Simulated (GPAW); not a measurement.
Band structure of MoIr (P-6m2, 2 atoms in the cell).

```yaml
crystal:
  lattice:
    - [2.79205, 0.00000, 0.00000]
    - [-1.39603, 2.41799, 0.00000]
    - [0.00000, 0.00000, 4.46992]
  atoms:
    - { symbol: Mo, position: [0.00000, 0.00000, 0.00000] }
    - { symbol: Ir, position: [0.33333, 0.66667, 0.50000] }
```

Computed with LDA (Perdew-Wang 92), GPAW PAW datasets LDA (gpaw-data 1.0.1) (plane waves; GPAW).

Settings: mode = pw; ecut = 550 eV; xc = LDA; kpts = 18 18 10; mesh shift (steps) = 0 0 0; occupations.name = fermi-dirac; occupations.width = 0.05 eV; nbands = -6; symmetry.symmorphic = false; symmetry.tolerance = 0.0005; maxiter = 120; bandpath_npoints = 40.

The starting cell comes from a database of computed structures (which also holds hypothetical and non-ambient phases and stackings), without a prior relaxation at this level. Spin-orbit coupling is off. Spin polarisation is off.

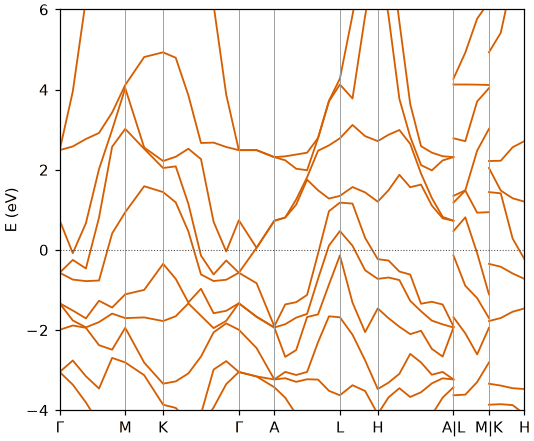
Figure: Bands along the path, energies from the Fermi level.

Levels in eV from the Fermi level, bands 12 to 18:
```tsv
point	12	13	14	15	16	17	18
Γ	-1.99	-1.33	-1.33	-0.57	-0.57	0.74	2.49
M	-1.94	-1.70	-1.11	0.94	3.02	4.04	4.12
K	-3.34	-1.78	-0.35	1.44	2.04	2.22	4.93
A	-3.24	-1.94	-1.94	-1.91	0.73	0.73	2.31
L	-1.68	-0.14	0.47	1.18	1.35	2.78	4.13
H	-3.47	-1.46	-0.72	-0.23	1.20	2.71	7.48
```

Bands cross the Fermi level along this path, so the cell is metallic at this level.
